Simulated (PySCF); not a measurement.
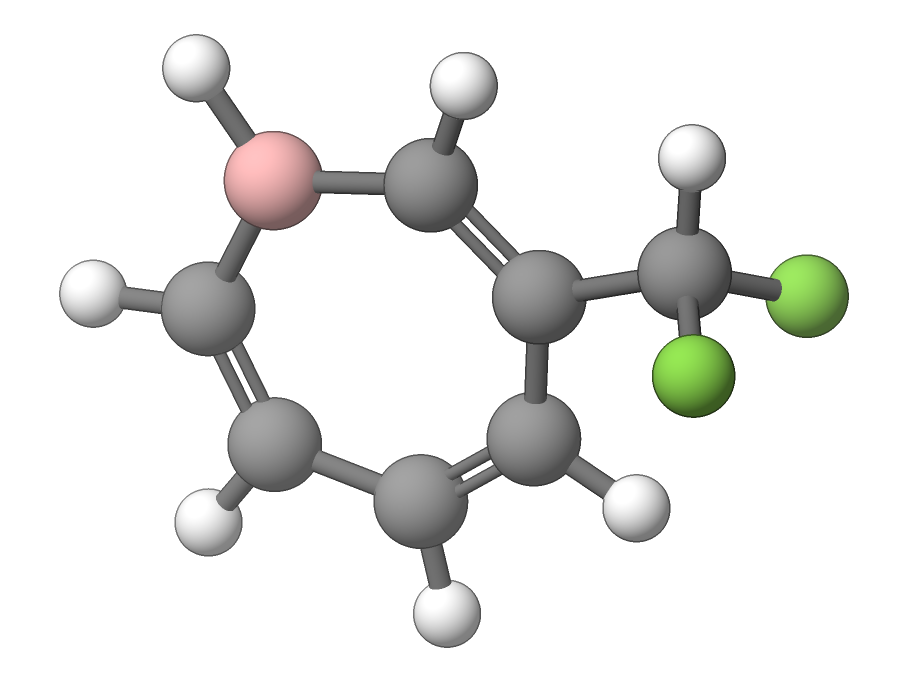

Rendered structure (ball-and-stick style). Colours: fluorine green, carbon grey, boron pink, hydrogen white.

What does the picture show?

It has 17 atoms: 7 carbon, 7 hydrogen, 1 boron and 2 fluorine (C₇H₇BF₂). Its SMILES string is `FC(F)C1=CBC=CC=C1`. Independent rings (smallest set): 1 of 7 members. Among its groups: alkene, C–F bond, B–H bond. Coordination: 1 C tetrahedral; 6 C trigonal planar; 1 B trigonal planar.

More results for the same structure follow; atom numbers are the same in all pictures, views and colours differ. Computed geometry: PBE0-D3(BJ)/def2-SVP optimisation. No frequency run is at hand to confirm it as a minimum.

Electronic properties

No frequency run is at hand to confirm it as a minimum. Properties computed with PBE0/pcSseg-1, gas phase (PySCF 2.14.0).

Computed properties:

- dipole moment: 1.32 D
- HOMO energy (Kohn–Sham orbital): −7.48 eV
- LUMO energy (Kohn–Sham orbital): −2.31 eV
- HOMO–LUMO gap: 5.17 eV

NMR shielding

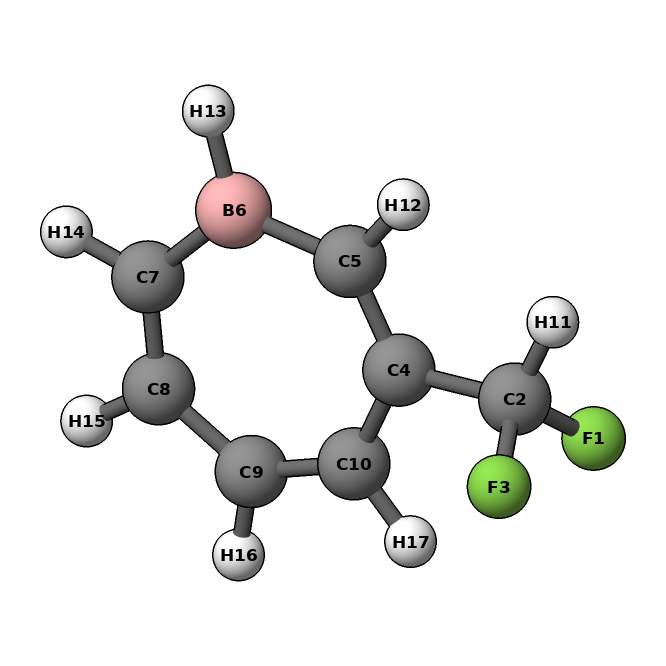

No frequency run is at hand to confirm it as a minimum. Method: GIAO PBE0/pcSseg-1 NMR shielding, non-relativistic, IEF-PCM dichloromethane (PySCF 2.14.0). Principal shieldings σ11 ≤ σ22 ≤ σ33, span Ω = σ33 − σ11, skew κ = 3(σiso − σ22)/Ω.

Give the shielding tensors of the B atoms.

| atom | σ11 | σ22 | σ33 | σiso | Ω | κ |
| --- | --- | --- | --- | --- | --- | --- |
| B6 | 6.7 | 30.4 | 128.6 | 55.3 | 121.9 | 0.61 |

Shieldings and span in ppm.

Bond orders

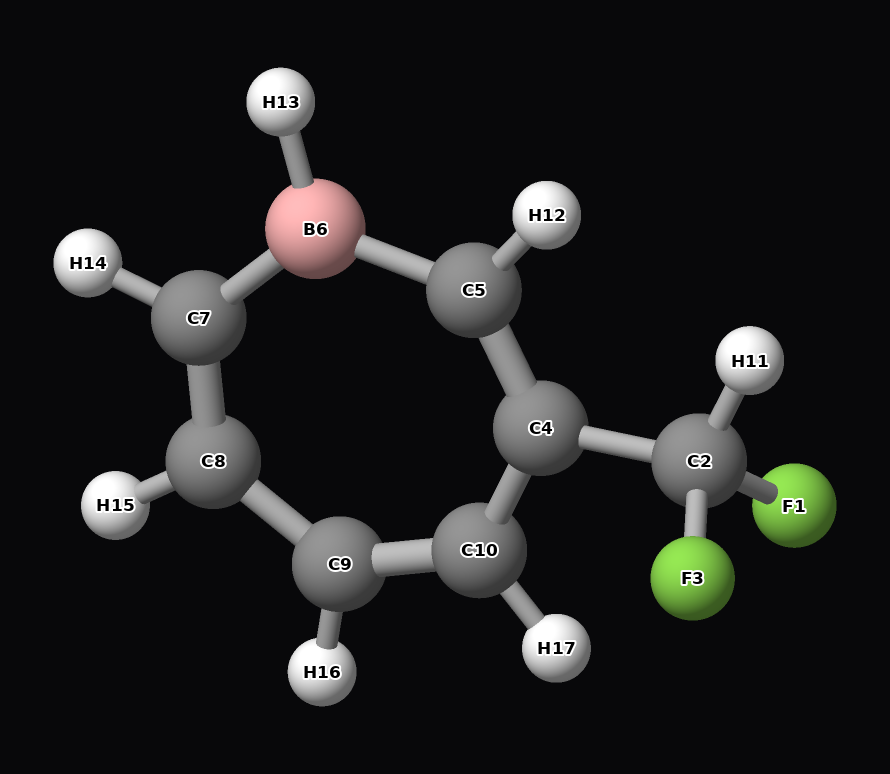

The thickness of each stick grows with its Mayer bond order. No frequency run is at hand to confirm it as a minimum. Computed with PBE0/pcSseg-1 in chloroform (IEF-PCM) (PySCF 2.14.0).

List the Mayer bond orders of F1–C2, C2–F3, C2–C4, C4–C5, C4–C10, C5–B6, B6–C7, C7–C8, C8–C9, C9–C10 (bonds between heavy atoms, one of each equivalent set).

```
  bond  Mayer order  length (Å)
 F1–C2         0.94       1.352
 C2–F3         0.95       1.353
 C2–C4         1.04       1.513
 C4–C5         1.62       1.374
C4–C10         1.18       1.425
 C5–B6         1.09       1.530
 B6–C7         1.11       1.526
 C7–C8         1.62       1.374
 C8–C9         1.30       1.422
C9–C10         1.64       1.371
```
